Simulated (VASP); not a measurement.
Band structure of HfO2 (fluorite). Method: modified Becke-Johnson potential (mBJ), VASP's PBE PAW potentials (set 64) (plane waves; VASP).

mBJ is a potential without an energy functional, so only the levels count. Unless said otherwise, spin-orbit coupling is left out, though it shifts the bands of the heavy elements here.

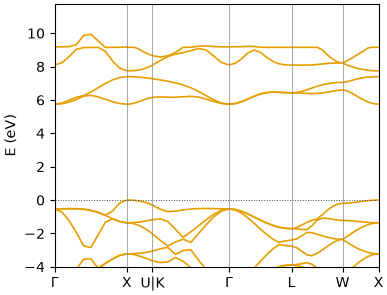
*Bands along high-symmetry lines, zero at the valence-band maximum or, without a gap, the Fermi level*

Q: Read the plot: is there a gap, and where are the band edges?

A: The gap is indirect, 5.74 eV, from the valence maximum at X to the conduction minimum at Γ.

The compound is HfO2 in the fluorite structure, the high-temperature cubic form, which is unstable at 0 K; the monoclinic form is the stable one. It was relaxed first. The cell's shape comes from a PBE relaxation.
